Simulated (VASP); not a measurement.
# Zr2Ir with PBEsol: from relaxation to properties

Aim: relax Zr2Ir with PBEsol, compute its properties on that cell and hold them against experiment. The steps: relaxing cell and atoms (PBEsol), second relaxation, single point with fields (PBEsol), band structure (PBEsol), total and projected DOS (PBEsol), vibrations at Γ (PBEsol) and field gradients at the nuclei (PBEsol). The start is a computed cell from the Materials Project.

Method: PBEsol; plane waves and PAW (Zr_sv, Ir), in VASP 6.6.1.

Experimental background.

“Superconducting ground state of nonsymmorphic superconducting compound Zr2Ir” (2021, arxiv:2106.00268) reports for Zr2Ir, tetragonal CuAl2 type, by powder XRD, Rietveld refinement (arc-melted polycrystal annealed at 750 C, 300 K): lattice constant c 5.66 ± 0.01 Å [room-temperature value].

This is a report of a sequence of runs, with most program output left out.

## Step 1: The structure

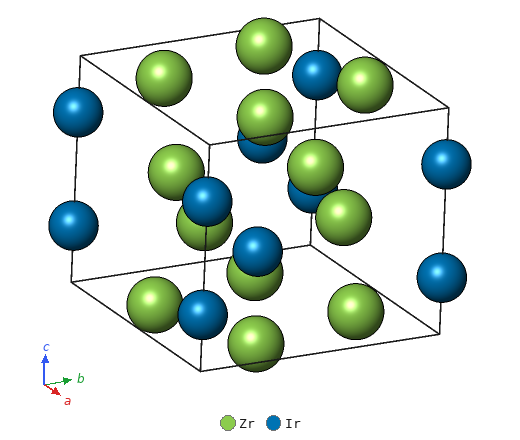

Start, viewed slightly off an axis; zirconium green, iridium blue. This picture shows the conventional cell, with its axes. Some periodic images of atoms are drawn too.

As a file:

```cif
data_structure
_symmetry_space_group_name_H-M 'P 1'
_symmetry_Int_Tables_number 1
_cell_length_a 5.4340
_cell_length_b 5.4340
_cell_length_c 5.4340
_cell_angle_alpha 106.511
_cell_angle_beta 106.511
_cell_angle_gamma 115.570
_cell_volume 122.46
loop_
_atom_site_label
_atom_site_type_symbol
_atom_site_fract_x
_atom_site_fract_y
_atom_site_fract_z
_atom_site_occupancy
Zr1 Zr 0.67397 0.17397 0.84795 1
Zr2 Zr 0.32603 0.82603 0.15205 1
Zr3 Zr 0.82603 0.67397 0.50000 1
Zr4 Zr 0.17397 0.32603 0.50000 1
Ir5 Ir 0.75000 0.75000 0.00000 1
Ir6 Ir 0.25000 0.25000 0.00000 1
```

## Step 2: Relaxing cell and atoms (PBEsol)

Properties are meant for the cell that this level of theory prefers, so cell and atoms are relaxed first (ISIF = 3) until forces and stress are small; EDIFFG sets the threshold. PBEsol restores the gradient expansion of exchange and is tuned for the cells of solids.

File INCAR:

```
SYSTEM = Zr2Ir
PREC = Accurate
ENCUT = 400
EDIFF = 1E-06
NELM = 100
ISMEAR = 1
SIGMA = 0.2
LREAL = .FALSE.
ALGO = Normal
GGA = PS
NBANDS = 40
LASPH = .TRUE.
LORBIT = 11
LWAVE = .FALSE.
LCHARG = .FALSE.
KPAR = 4
IBRION = 2
NSW = 60
ISIF = 3
EDIFFG = -0.01
```

File POSCAR:

```
Zr2Ir
1.0
   -3.2508875500      3.2508875500      2.8968374800
    3.2508875500     -3.2508875500      2.8968374800
    3.2508875500      3.2508875500     -2.8968374800
Zr Ir
4 2
Direct
    0.6739740600      0.1739740600      0.8479481200
    0.3260259400      0.8260259400      0.1520518800
    0.8260259400      0.6739740600      0.5000000000
    0.1739740600      0.3260259400      0.5000000000
    0.7500000000      0.7500000000      0.0000000000
    0.2500000000      0.2500000000      0.0000000000
```

File KPOINTS:

```
Automatic mesh
0
Gamma
5 5 5
0 0 0
```

The projector-augmented-wave data sets are Zr_sv and Ir (PBE family, release 64).

Run with:

```sh
$ mpirun -np 4 vasp_std
```

Wall time 2.8 min (4 MPI ranks of AMD EPYC 7R43, shared host); peak memory 0.85 GiB.

The k-mesh is coarse for a metal. The PAW data sets were made with PBE, which is usual practice but a small mismatch for other functionals. The run keeps the 16 symmetry operations of its start, so it cannot find a distortion of lower symmetry.

Step by step:

| step | energy less that of the first step (eV) | largest force (eV/Å) | pressure (GPa) | volume (Å³) |
| --- | --- | --- | --- | --- |
| 1 | 0.0000 | 0.0352 | -4.53 | 122.46 |
| 2 | 0.1461 | 0.5874 | 10.49 | 112.50 |
| 3 | -0.0528 | 0.2043 | 0.03 | 118.98 |
| 4 | -0.0528 | 0.2079 | 0.12 | 118.91 |
| 5 | -0.0616 | 0.1641 | 0.05 | 118.75 |
| 6 | -0.0669 | 0.0933 | -0.04 | 118.49 |
| 7 | -0.0699 | 0.0026 | -0.09 | 118.32 |
| 8 | -0.0699 | 0.0038 | -0.10 | 118.31 |
| 9 | -0.0698 | 0.0085 | 0.26 | 118.06 |
| 10 | -0.0700 | 0.0002 | 0.01 | 118.24 |

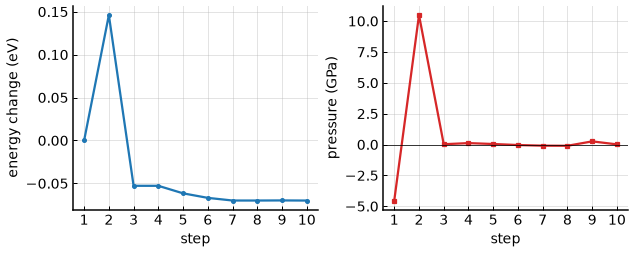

Energy and pressure along the relaxation.

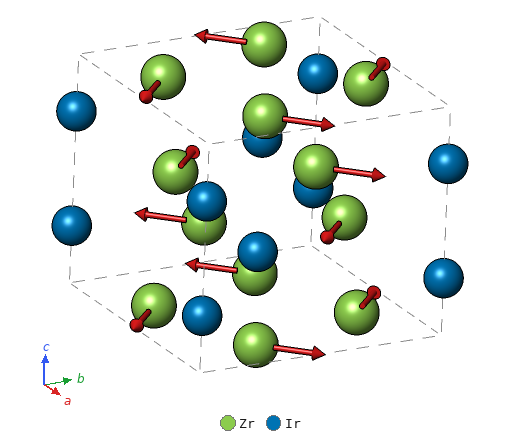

Displacements in the relaxation, exaggerated, measured against the changing cell; the longest in the cell stands for 0.03 Å. Some periodic images of atoms are drawn too.

| conventional cell, symmetrised | before | after | change |
| --- | --- | --- | --- |
| a (Å) | 6.502 | 6.460 | -0.6 % |
| b (Å) | 6.502 | 6.460 | -0.6 % |
| c (Å) | 5.794 | 5.667 | -2.2 % |
| volume (Å³/atom) | 20.41 | 19.71 | -3.4 % |

The atoms that moved most (Å, as changes of fractional coordinates times the final cell):

| atom | dx | dy | dz | length |
| --- | --- | --- | --- | --- |
| Zr2 | 0.024 | 0.024 | 0.000 | 0.034 |
| Zr1 | -0.024 | -0.024 | 0.000 | 0.034 |
| Zr3 | -0.024 | 0.024 | 0.000 | 0.034 |
| Zr4 | 0.024 | -0.024 | 0.000 | 0.034 |

Final coordinates:

```xyz
6
Lattice="-3.2300 3.2300 2.8333 3.2300 -3.2300 2.8333 3.2300 3.2300 -2.8333" Properties=species:S:1:pos:R:3 pbc="T T T"
Zr    1.1000    4.3299    0.0000
Zr    2.1300   -1.1000    2.8333
Zr    1.1000    2.1300    2.8333
Zr    2.1300    1.1000    0.0000
Ir    0.0000    0.0000    4.2500
Ir    0.0000    0.0000    1.4167
```

Numbers from this step:

- electrons: 66
- bands: 40
- irreducible k points: 18
- symmetry operations: 16
- free energy (TOTEN): -60.0379 eV
- energy at zero smearing: -60.0375 eV
- Fermi energy: 9.238 eV
- pressure: 0.01451 GPa
- metallic: yes
- SCF cycles over all ionic steps: 85

It ends with forces under 0.001 eV/Å and a pressure of 0.01 GPa.

## Step 3: Second relaxation

The basis stayed that of the start cell while the cell moved. A rerun from the cell reached resets it; the error of the finite cutoff stays.

INCAR is that of step 2.

File POSCAR:

```
Zr2Ir
1.0
   -3.2299631517      3.2299631517      2.8333334384
    3.2299631517     -3.2299631517      2.8333334384
    3.2299631517      3.2299631517     -2.8333334384
Zr Ir
4 2
Direct
    0.6702729772      0.1702729772      0.8405459545
    0.3297270228      0.8297270228      0.1594540455
    0.8297270228      0.6702729772      0.5000000000
    0.1702729772      0.3297270228      0.5000000000
    0.7500000000      0.7500000000      0.0000000000
    0.2500000000      0.2500000000      0.0000000000
```

KPOINTS is that of step 2.

Run with:

```sh
$ mpirun -np 4 vasp_std
```

The job ended after 29 s (4 MPI ranks; peak memory 0.81 GiB).

Little changed from the start: no atom moved by 0.005 Å and no cell edge by 0.1 %.

This step gave:

```yaml
free_energy_toten: -60.0334 eV
energy_at_zero_smearing: -60.0330 eV
fermi_energy: 9.239 eV
pressure: -0.04739 GPa
scf_cycles_over_all_ionic_steps: 14
```

It ends with a largest force of 0.001 eV/Å and a pressure of -0.05 GPa. The volume moved by under 0.01 %: the run met its threshold at the first step.

## Step 4: Single point with fields (PBEsol)

The relaxed cell gets a fresh self-consistent run, on a basis set for its own volume, to fix the density and to check the remaining stress.

INCAR: that of step 3 with these lines changed.

```diff
@@ -14,7 +14,5 @@
 LWAVE = .FALSE.
-LCHARG = .FALSE.
-KPAR = 4
-IBRION = 2
-NSW = 60
-ISIF = 3
-EDIFFG = -0.01
+LCHARG = .TRUE.
+ISIF = 2
+LELF = .TRUE.
+LVHAR = .TRUE.
```

POSCAR is that of step 3.

KPOINTS is that of step 3.

Run with:

```sh
$ mpirun -np 4 vasp_std
```

The job ended after 28 s (4 MPI ranks; peak memory 0.45 GiB; 1.7 min of CPU time).

Numbers from this step:

```yaml
electronic_steps: 14
```

Valence electrons inside each PAW sphere by angular momentum. Sphere charges, by row:

| atom | s (e) | p (e) | d (e) | tot (e) |
| --- | --- | --- | --- | --- |
| Zr1 | 2.223 | 5.982 | 1.615 | 9.82 |
| Zr2 | 2.223 | 5.982 | 1.615 | 9.82 |
| Zr3 | 2.223 | 5.982 | 1.615 | 9.82 |
| Zr4 | 2.223 | 5.982 | 1.615 | 9.82 |
| Ir5 | 0.814 | 0.616 | 7.094 | 8.524 |
| Ir6 | 0.814 | 0.616 | 7.094 | 8.524 |

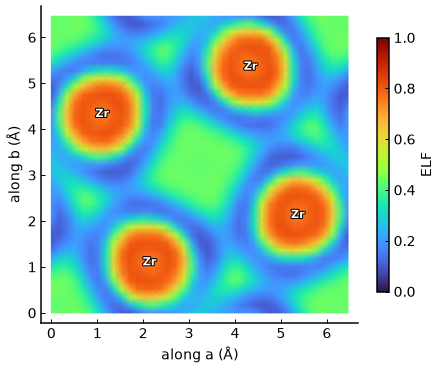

ELF in the ab plane of the conventional cell at fractional z = 0.000, with atoms of Zr within 0.2 Å of it. It is the smooth field of the valence electrons, not physical close to the nuclei.

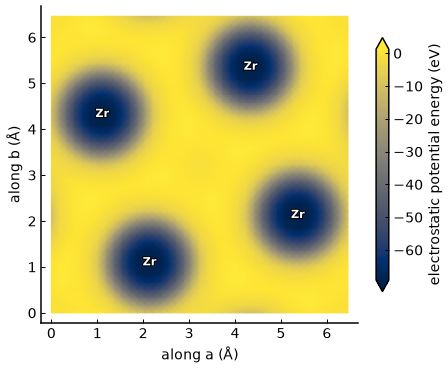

Electrostatic potential energy in the ab plane of the conventional cell at fractional z = 0.000, with atoms of Zr within 0.2 Å of it. With pseudopotentials it is smooth inside the atoms' cores, unlike the true potential.

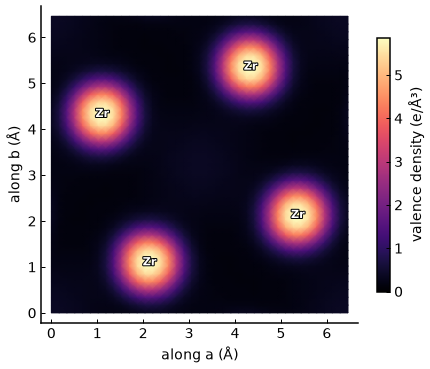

Valence density in the ab plane of the conventional cell at fractional z = 0.000, with atoms of Zr within 0.2 Å of it. It is the smooth field of the valence electrons, not physical close to the nuclei.

In this run the pressure is -0.05 GPa, small enough to go on.

## Step 5: Band structure (PBEsol)

Levels along the symmetry lines show where the bands peak and cross; KPOINTS_OPT computes them in the converged potential.

File INCAR:

```
SYSTEM = Zr2Ir
PREC = Accurate
ENCUT = 400
EDIFF = 1E-06
NELM = 100
ISMEAR = 1
SIGMA = 0.2
LREAL = .FALSE.
ALGO = Normal
GGA = PS
NBANDS = 50
LASPH = .TRUE.
LORBIT = 11
LWAVE = .FALSE.
LCHARG = .FALSE.
KPAR = 4
```

POSCAR is that of step 4.

KPOINTS is that of step 4.

File KPOINTS_OPT:

```
Line mode
16
Line-mode
Reciprocal
  0.00000000   0.00000000   0.00000000 GAMMA
  0.00000000   0.00000000   0.50000000 X

  0.00000000   0.00000000   0.50000000 X
 -0.50000000   0.50000000   0.50000000 M

 -0.50000000   0.50000000   0.50000000 M
  0.00000000   0.00000000   0.00000000 GAMMA

  0.00000000   0.00000000   0.00000000 GAMMA
  0.44237129   0.44237129  -0.44237129 Z

  0.44237129   0.44237129  -0.44237129 Z
  0.25000000   0.25000000   0.25000000 P

  0.25000000   0.25000000   0.25000000 P
  0.00000000   0.50000000   0.00000000 N

  0.00000000   0.50000000   0.00000000 N
 -0.44237129   0.55762871   0.44237129 Z1

 -0.44237129   0.55762871   0.44237129 Z1
 -0.50000000   0.50000000   0.50000000 M

  0.00000000   0.00000000   0.50000000 X
  0.25000000   0.25000000   0.25000000 P
```

Run with:

```sh
$ mpirun -np 4 vasp_std
```

The job ended after 2.7 min (4 MPI ranks; peak memory 1 GiB; 11 min of CPU time).

Spin-orbit coupling is off here; with elements this heavy it splits and shifts levels by tenths of an eV or more.

This step gave:

| Property | Result |
| --- | --- |
| bands | 50 |
| pressure | -0.04592 GPa |

Electronic bands along the path, in eV, zero at the Fermi level; # counts the bands kept:

| point | #14 | #15 | #16 | #17 | #18 | #19 | #20 | #21 |
| --- | --- | --- | --- | --- | --- | --- | --- | --- |
| Γ | -0.69 | -0.27 | 0.47 | 0.47 | 0.49 | 0.49 | 0.50 | 0.76 |
| X | -0.83 | -0.56 | -0.48 | 0.23 | 0.26 | 0.40 | 0.50 | 0.66 |
| M | -1.83 | -0.34 | -0.21 | -0.21 | -0.16 | -0.14 | 1.46 | 1.46 |
| Γ | -0.69 | -0.27 | 0.47 | 0.47 | 0.49 | 0.49 | 0.50 | 0.76 |
| Z | -1.91 | -0.63 | -0.25 | -0.25 | -0.16 | 0.04 | 1.55 | 1.55 |
| P | -2.27 | -0.14 | -0.14 | -0.02 | -0.02 | 0.42 | 0.42 | 1.29 |
| N | -1.66 | -0.34 | -0.34 | -0.06 | -0.06 | 0.66 | 0.66 | 1.44 |
| Z1 | -1.91 | -0.63 | -0.25 | -0.25 | -0.16 | 0.04 | 1.55 | 1.55 |
| M | -1.83 | -0.34 | -0.21 | -0.21 | -0.16 | -0.14 | 1.46 | 1.46 |
| jump to X | -0.83 | -0.56 | -0.48 | 0.23 | 0.26 | 0.40 | 0.50 | 0.66 |
| P | -2.27 | -0.14 | -0.14 | -0.02 | -0.02 | 0.42 | 0.42 | 1.29 |

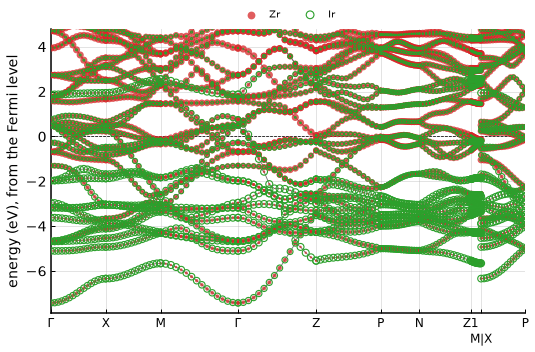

Electronic bands along the path; dots are coloured as in the legend, and their area grows with the weight.

There is no gap at this level.

## Step 6: Total and projected DOS (PBEsol)

A density of states needs more k-points than a total energy; ISMEAR = -5 takes tetrahedra, and LORBIT projects the states on the PAW spheres. The mesh is finer than in the run before.

INCAR: that of step 5 with these lines changed.

```diff
@@ -5,3 +5,3 @@
 NELM = 100
-ISMEAR = 1
+ISMEAR = -5
 SIGMA = 0.2
@@ -16 +16,2 @@
 KPAR = 4
+NEDOS = 2001
```

POSCAR is that of step 5.

File KPOINTS:

```
Automatic mesh
0
Gamma
8 8 8
0 0 0
```

Run with:

```sh
$ mpirun -np 4 vasp_std
```

Elapsed: 90 s, on 4 MPI ranks; peak memory 1.2 GiB.

With tetrahedra the forces and stress of a metal are not exact derivatives of the energy.

Numbers from this step:

| Quantity | Value |
| --- | --- |
| electronic steps | 16 |
| irreducible k points | 59 |
| free energy (TOTEN) | -60.0162 eV |
| Fermi energy | 9.265 eV |
| pressure | -0.09386 GPa |
| DOS at the Fermi level | 7.957 states/eV/cell |

The density of states has structure finer than the step of the table below, so its rows give means over 1 eV, whole bins alone (the curve runs from -12.0 to 1.53 eV). Peaks (eV: height): total -3.7: 14.2, -3.2: 12.9, -0.5: 9.36, 0.1: 9.00; Ir d -3.7: 8.02, -3.2: 8.31, -2.8: 4.55, -1.9: 3.76; Zr d -0.5: 3.95, 0.1: 4.03, 0.5: 3.52, 1.3: 4.67; Ir p -2.8: 0.266, -0.5: 0.780, 0.1: 0.512, 0.8: 0.729; Zr p -3.7: 0.270, -0.7: 0.249, 0.1: 0.241, 0.8: 0.287.

States under -12.0 eV and over 1.5 eV are left out. Density of states against energy, zero at the Fermi level; means over each step; values in states/eV/cell:

| energy (eV) | total | Ir d | Zr d | Ir p | Zr p | Ir s | Zr s |
| --- | --- | --- | --- | --- | --- | --- | --- |
| -8 | 3.3e-5 | 0 | 0 | 0 | 0 | 1.2e-5 | 6.0e-6 |
| -7 | 0.389 | 0.0381 | 0.0144 | 0.00437 | 0.00626 | 0.151 | 0.0432 |
| -6 | 1.14 | 0.183 | 0.0633 | 0.0272 | 0.0318 | 0.420 | 0.0817 |
| -5 | 3.05 | 1.22 | 0.347 | 0.0617 | 0.0429 | 0.400 | 0.181 |
| -4 | 8.91 | 4.84 | 1.15 | 0.134 | 0.135 | 0.319 | 0.290 |
| -3 | 7.32 | 4.53 | 0.826 | 0.158 | 0.148 | 0.140 | 0.0906 |
| -2 | 5.15 | 2.38 | 0.915 | 0.221 | 0.104 | 0.0979 | 0.133 |
| -1 | 4.60 | 0.593 | 1.71 | 0.354 | 0.129 | 0.0443 | 0.0912 |
| 0 | 6.44 | 0.747 | 2.80 | 0.429 | 0.189 | 0.0264 | 0.0497 |
| 1 | 6.07 | 0.769 | 2.94 | 0.373 | 0.159 | 0.0123 | 0.0308 |

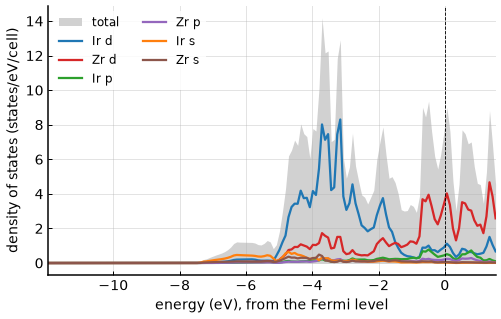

Density of states, plotted against energy.

The finer mesh and the other smearing move the Fermi level by +0.03 eV from the 5×5×5 run, a small shift, which tests the Fermi level alone. Of the states within 0.3 eV of the Fermi level, the largest shares in the PAW spheres are Zr d 44 %, Ir d 12 % and Ir p 6 %. The rest lies in smaller channels or between the spheres.

## Step 7: Vibrations at Γ (PBEsol)

Zone-centre modes test whether the atoms sit at a minimum within this cell. IBRION = 8 takes the force constants from linear response, which needs tightly converged orbitals.

File INCAR:

```
SYSTEM = Zr2Ir
PREC = Accurate
ENCUT = 400
EDIFF = 1E-08
NELM = 100
ISMEAR = 1
SIGMA = 0.2
LREAL = .FALSE.
ALGO = Normal
GGA = PS
NBANDS = 40
LASPH = .TRUE.
LORBIT = 11
LWAVE = .FALSE.
LCHARG = .FALSE.
KPAR = 4
IBRION = 8
ISIF = 2
```

POSCAR is that of step 6.

File KPOINTS:

```
Automatic mesh
0
Gamma
7 7 7
0 0 0
```

Run with:

```sh
$ mpirun -np 4 vasp_std
```

The job ended after 22 min (4 MPI ranks; peak memory 2.7 GiB; 85 min of CPU time).

Energies printed during the response cycles are not total energies of the cell.

This step gave:

```yaml
bands: 40
irreducible_k_points: 40
pressure_of_the_cell: -0.05945 GPa
largest_force_of_the_cell: 0.02893 eV/Å
fermi_energy: 9.250 eV
```

The modes at Γ (shares of kinetic energy by element, %):

| mode | frequency (cm⁻¹) | symmetry | Zr % | Ir % |
| --- | --- | --- | --- | --- |
| 1 | -0.6 | acoustic | 49 | 51 |
| 2 | -0.6 | acoustic | 49 | 51 |
| 3 | -0.1 | acoustic | 49 | 51 |
| 4 | 79.3 | Eg | 4 | 96 |
| 5 | 79.3 | Eg | 4 | 96 |
| 6 | 92.6 | Eu | 69 | 31 |
| 7 | 92.6 | Eu | 69 | 31 |
| 8 | 107.3 | A2u | 51 | 49 |
| 9 | 131.9 | Bg | 100 | 0 |
| 10 | 132.6 | Bu | 100 | 0 |
| 11 | 134.4 | A2g | 47 | 53 |
| 12 | 135.6 | Bg | 100 | 0 |
| 13 | 151.4 | A1g | 100 | 0 |
| 14 | 175.4 | Eu | 83 | 17 |
| 15 | 175.4 | Eu | 83 | 17 |
| 16 | 180.3 | Eg | 96 | 4 |
| 17 | 180.3 | Eg | 96 | 4 |
| 18 | 211.6 | A2g | 53 | 47 |

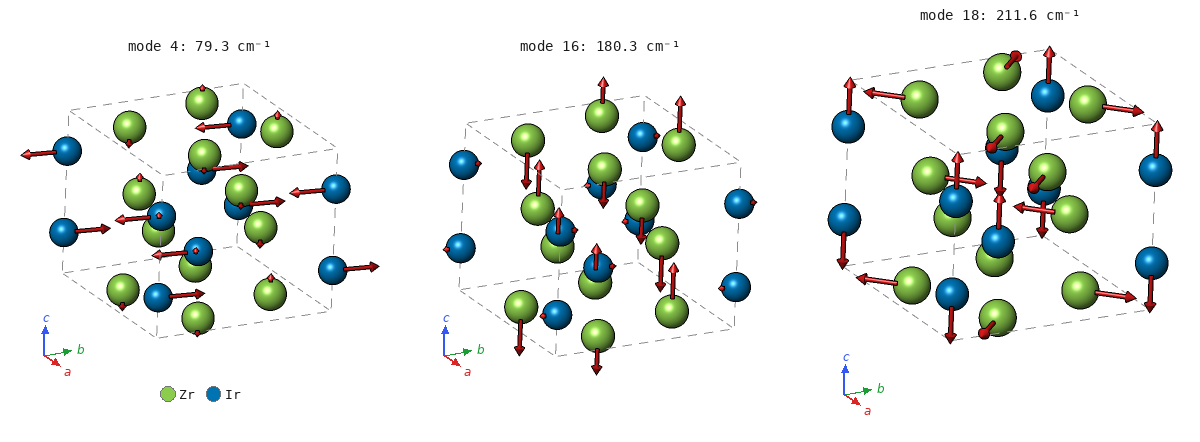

Displacement patterns of modes 4, 16 and 18 at Γ; arrows are exaggerated. Some periodic images of atoms are drawn too.

The three acoustic modes lie within 0.6 cm⁻¹ of zero, and all others are real. By the characters of their eigenvectors the optical modes sort into (cm⁻¹) Raman active: Eg 79, Bg 132, Bg 136, A1g 151, Eg 180; infrared active: Eu 93, A2u 107, Eu 175; silent: Bu 133, A2g 134, A2g 212. B labels carry no number here, since it depends on the setting of the axes. With a centre of inversion no mode is active in both.

## Step 8: Field gradients at the nuclei (PBEsol)

Field gradients probe how far the charge around each nucleus departs from cubic symmetry; LASPH keeps the non-spherical terms inside the spheres.

INCAR: that of step 7 with these lines changed.

```diff
@@ -3,3 +3,3 @@
 ENCUT = 400
-EDIFF = 1E-08
+EDIFF = 1E-07
 NELM = 100
@@ -16,3 +16,2 @@
 KPAR = 4
-IBRION = 8
-ISIF = 2
+LEFG = .TRUE.
```

POSCAR is that of step 7.

File KPOINTS:

```
Automatic mesh
0
Gamma
5 5 5
0 0 0
```

Run with:

```sh
$ mpirun -np 4 vasp_std
```

Elapsed: 29 s, on 4 MPI ranks; peak memory 0.78 GiB.

Numbers from this step:

| Quantity | Value |
| --- | --- |
| electronic steps | 15 |
| irreducible k points | 18 |
| free energy (TOTEN) | -60.0334 eV |
| Fermi energy | 9.239 eV |
| pressure | -0.04708 GPa |

Electric field gradients, by row:

| atom | Vxx (V/Å²) | Vyy (V/Å²) | Vzz (V/Å²) | asymmetry |
| --- | --- | --- | --- | --- |
| Zr1 | -99.27 | -7.169 | 106.4 | 0.865 |
| Zr2 | -99.27 | -7.169 | 106.4 | 0.865 |
| Zr3 | -99.27 | -7.169 | 106.4 | 0.865 |
| Zr4 | -99.27 | -7.169 | 106.4 | 0.865 |
| Ir5 | 108.2 | 108.2 | -216.4 | 0 |
| Ir6 | 108.2 | 108.2 | -216.4 | 0 |

The largest gradient, -216.37 V/Å², sits on Ir5 and like sites; times the quadrupole moment of a nucleus that has one, it gives the coupling that NMR and NQR see.

## Step 9: What came out

```yaml
relaxed_volume: 19.71 Å³/atom
relaxed_conventional_cell_a_b_c: 6.460, 6.460, 5.667 Å
space_group_after_relaxing_within_0p02_a: I4/mcm (No. 140)
band_gap: none, a metal
dos_at_the_fermi_level: 7.96 states/eV/cell
highest_zone_centre_mode: 212 cm⁻¹
largest_field_gradient_vzz: -216.37 V/Å² on Ir5
```

What this shows: With PBEsol, Zr2Ir relaxes to 19.71 Å³/atom in space group I4/mcm (held by the symmetry of the run) and comes out as a metal. Band structure (PBEsol): Of the bands kept, 4 cross the Fermi level on this path. Vibrations at Γ (PBEsol): The highest mode in this list at Γ, 211.6 cm⁻¹, has its largest share on Zr (53 % of the kinetic energy). Spin-orbit coupling is left out, and with elements this heavy it would split and shift bands near the Fermi level. The k-sampling is coarse for a metal, so the Fermi level, pressures and the shape of the cell carry errors. Modes at Γ alone can't show that the crystal is stable at other wave vectors. No search among competing phases was made, and a listed structure need not be the one stable at ambient conditions. All values are for a static lattice at zero temperature.

Calculation against experiment:

```
              quantity  measured          PBEsol
lattice constant c (Å)      5.66  5.667 (+0.1 %)
```

Measured values from arxiv:2106.00268 (2021).

**Verdict.** The lattice constant c is off by +0.1 %: good agreement. The grades are ours: good and fair within 0.8 and 2 % for the lattice constant c. For lattice constants the calculation has a static lattice, without zero-point motion or thermal expansion (measured at up to 300 K).

[Lines on the potential files, build, host, timing and source positions are cut from VASP's logs without a mark.]

[Logs are printed without paths, hosts, clocks, repeated set-up lines and the standing remarks that a program may print on its own settings, such as how far it seeks lower states.]

[Hosts, paths, dates, database ids (printed as entryN), source tags and the programs' standing remarks are cut or masked in the printed files.]

[A measured line is paired with the nearest computed mode of its activity, which favours agreement.]
